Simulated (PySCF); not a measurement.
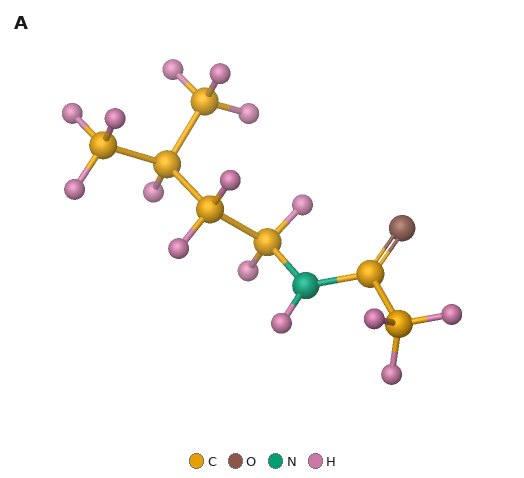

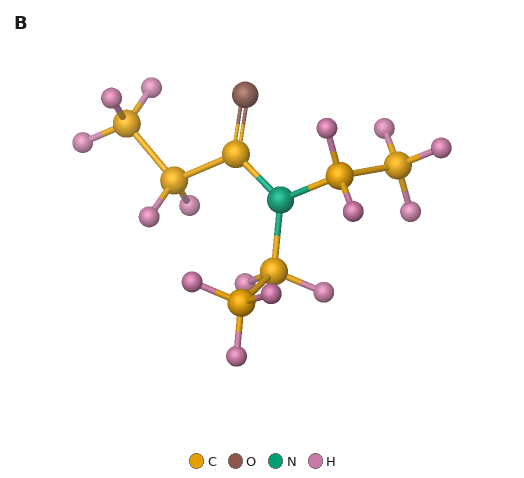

2 stationary structures of one formula. Geometries: GFN2-xTB. Electronic energies: PBE0/pcSseg-1 (PySCF 2.14.0), without zero-point energy. No frequency run is at hand to confirm each as a minimum. Each is one conformer, not always the lowest.

Question: Which is lowest in energy, and by how much?

Answer: A is lowest; B lies 19.6 kJ/mol above it. A is `CC(=O)NCCC(C)C`, B is `CCC(=O)N(CC)CC`.
